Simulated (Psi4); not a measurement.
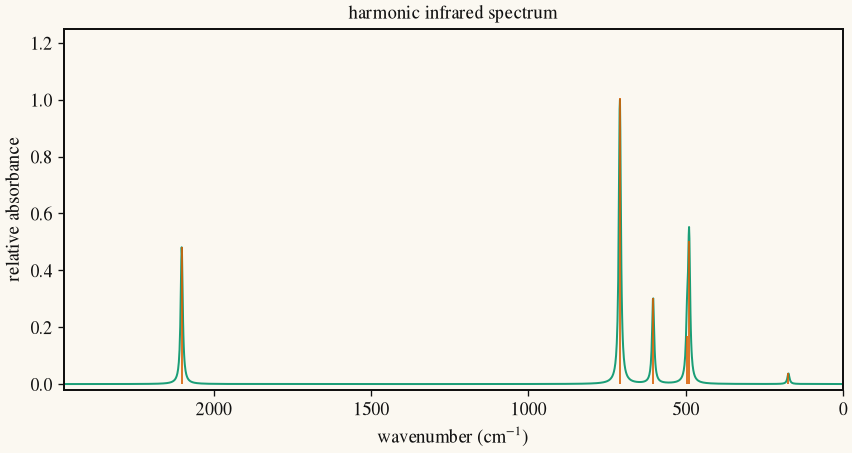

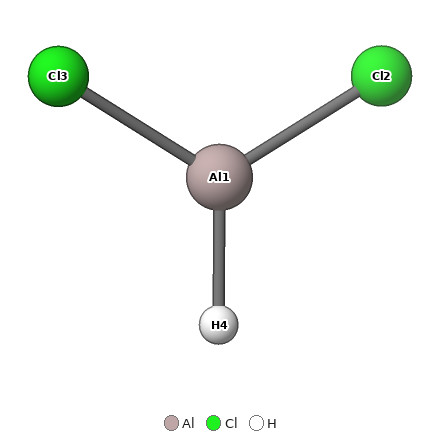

Infrared spectrum of AlHCl₂, SMILES [H][Al]([Cl])[Cl], singlet. Unscaled harmonic wavenumbers and double-harmonic intensities, HF/def2-TZVP, Psi4, at a geometry relaxed at this level, isolated molecule. Lorentzian lines of 8 cm⁻¹ full width. Close modes add up in the curve.

Which lines are the most intense?

Answer. 708.6 cm⁻¹ (310.1 km/mol), 488.6 cm⁻¹ (155.1 km/mol) and 2101.0 cm⁻¹ (148.6 km/mol).

List the modes.

Answer.
```tsv
cm⁻¹	km/mol
172.9	11.6
488.6	155.1
495.0	52.3
602.9	93.6
708.6	310.1
2101.0	148.6
```

Caveats: Hartree-Fock puts harmonic wavenumbers well above measured bands, often by about a tenth and by far more where static correlation matters.
